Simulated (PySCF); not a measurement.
Molecule: CH₄OSe, SMILES OC[SeH]. Atoms near the plane z = 0.0 Å, at the B3LYP/def2-SVP optimised geometry (x, y, z in Å): O1 (1.0, -0.6, 0.0), C2 (-0.4, -0.6, 0.0), Se3 (-1.3, 1.2, 0.0), H4 (1.3, -0.1, -0.8), H5 (-0.9, -1.1, -0.9), H6 (-0.8, -1.2, 0.9).

Calculation: PySCF with B3LYP/def2-TZVP. Cells within 0.4 Å of a nucleus heavier than hydrogen are left out (blank, or x). The values are rescaled to run from 0 to 1.

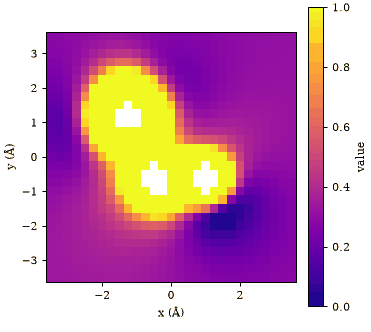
Figure: a field on the plane z = 0.0 Å.

### Question
Which quantity is mapped?
(A) electron localisation function
(B) deformation density (molecule minus spherical neutral atoms)
(C) electrostatic potential
(D) Laplacian of the electron density

### Answer
C, electrostatic potential. In full: electrostatic potential (hartree/e), clipped to [-0.08, 0.12].
